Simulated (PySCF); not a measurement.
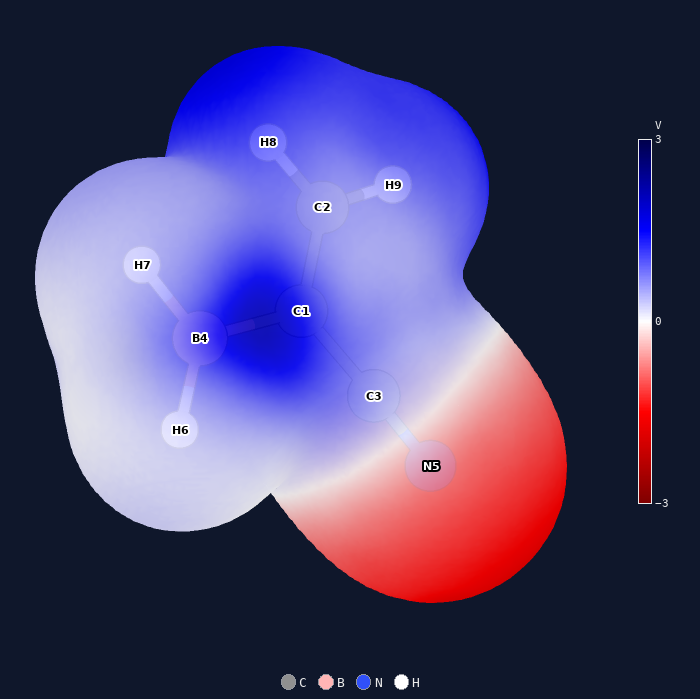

C$_{3}$H$_{4}$BN. The molecular electrostatic potential painted on the density surface at 0.002 e/bohr³, seen at a tilt; the colour scale runs from red (negative) to blue (positive).

Geometry: B3LYP/def2-SVP.

Theory: PySCF 2.14.0, Gaussian-basis quantum chemistry of an isolated molecule with PySCF, energy and nuclear gradient, functional PBE0.

Input

```
from pyscf import gto, dft

mol = gto.M(
    atom='input.xyz',
    max_memory=3720,
    verbose=3,
    basis='def2-tzvpd',
)

calc0 = dft.RKS(mol)
calc0.xc = 'pbe0'
calc0 = calc0.density_fit(auxbasis='def2-universal-jkfit')
calc0.max_cycle = 100
calc0.grids.level = 3
calc0.conv_tol = 1e-09
calc0.kernel()
if not calc0.converged:
    calc0 = calc0.newton().run(calc0.mo_coeff, calc0.mo_occ)

e_tot = calc0.e_tot
print('E(%s) = %.9f' % ('PBE0', e_tot))
grad = calc0.nuc_grad_method().kernel()
calc0.analyze()
```

Run with:

```sh
OMP_NUM_THREADS=2 python calc.py
```

**Which sites attract a positive test charge, and which a negative one?**

A positive charge is drawn to the negative regions and a negative charge to the positive ones. The most negative region (about −1.8 V) lies over N5, the most positive (about +2.0 V) over B4. N5 is the likeliest acceptor of a hydrogen bond.

**What dipole moment does the calculation give?**

Its dipole moment is 4.13 D.
